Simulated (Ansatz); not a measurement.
## Convergence study of the k-point mesh for BaSbPt (P3m1, 3 atoms in the cell)

```xyz
3
Lattice="4.5908 0.0000 0.0000 -2.2954 3.9758 0.0000 0.0000 0.0000 5.0113" Properties=species:S:1:pos:R:3 pbc="T T T"
Ba     0.0000     0.0000     0.0500
Sb     2.2954     1.3253     2.5057
Pt     0.0000     2.6505     2.5057
```

Method of the run: LDA (PW92), default PAW files made with PBE (plane waves; Ansatz, a first-principles code).

Base settings: basis.ecutwfc = 30.9 Ry; kpoints.mp_grid.grid = 8 8 7; hamiltonian.xc = lda; hamiltonian.pseudopotentials = {kind: paw} (the program's default PAW files); scf.occupations.method = gaussian; scf.occupations.width = 0.0073 Ry.

The second cell is the first with its lattice scaled by 0.98.

Only quantities that move along the ladder and can be compared are tabulated.

The count of work is k-points × plane waves × bands × iterations; it is no time. Core times come from one kind of shared machine, to one figure; runs under 30 s give none.

The starting cell comes from a database of computed structures (which also holds hypothetical and non-ambient phases and stackings), without a prior relaxation at this level. Its lattice was rescaled by up to half a per cent. One atom was moved a little off its site on purpose. Spin polarisation is off. In the base run, with a pressure of about -5 GPa the cell is away from its equilibrium volume at this level. Ansatz's pressure includes its estimate of the finite-basis (Pulay) stress.

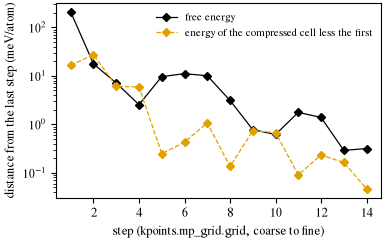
*Distance from the last step along the ladder; very small values are drawn at a floor.*

```tsv
kpoints.mp_grid.grid	free energy less the last step's (meV/atom)	energy of the compressed cell less the first (meV/atom)	pressure (GPa)	largest difference of a force vector from the last step's (eV/Å)	count of work / last	core time / last (rough)
2 2 1	207.25	-50.70	-6.25	0.038	0.0032	–
2 2 2	17.68	-61.62	-7.04	0.008	0.0064	–
3 3 2	7.09	-40.25	-5.35	0.012	0.0096	–
3 3 3	-2.55	-40.09	-5.34	0.009	0.011	–
4 4 3	-9.65	-33.94	-4.80	0.010	0.013	–
4 4 4	-11.08	-33.76	-4.79	0.009	0.018	–
5 5 4	-10.05	-33.12	-4.73	0.009	0.027	–
7 7 5	3.11	-34.05	-4.76	0.002	0.051	–
8 8 6	-0.78	-34.92	-4.87	0.001	0.080	–
8 8 7	-0.62	-34.86	-4.87	0.001	0.088	–
10 10 8	-1.76	-34.28	-4.82	0.002	0.15	–
12 12 10	1.39	-33.96	-4.78	0.001	0.26	0.3
15 15 12	0.29	-34.35	-4.82	0.001	0.45	0.5
18 18 14	0.32	-34.14	-4.80	0.000	0.73	0.7
20 20 16	0.00	-34.19	-4.81	0.000	1.0	1
```

Coarsest kpoints.mp_grid.grid that holds the energy of the compressed cell less the first within 0.2 meV/atom of the last step, with all finer ones: 15 15 12; the step before is off by 0.23 meV/atom.

Coarsest kpoints.mp_grid.grid that holds the free energy within 5 meV/atom of the last step, with all finer ones: 7 7 5, at 0.051 of the last step's count of work; the step before is off by 10 meV/atom.

Coarsest kpoints.mp_grid.grid that holds the pressure within 0.1 GPa of the last step, with all finer ones: 4 4 3, at 0.013 of the last step's count of work; the step before is off by 0.53 GPa.

The energy difference between the two cells stays within 1 meV/atom of the last step's from 7 7 5 on, the total only from 15 15 12 on: much of the error is common to both cells and cancels.

Two neighbours can agree and both be off: 3 3 2 and 3 3 3 differ by 0.16 meV/atom in the energy of the compressed cell less the first, yet lie about 5.9 meV/atom from the last step.

Keys are those of Ansatz 0.2.
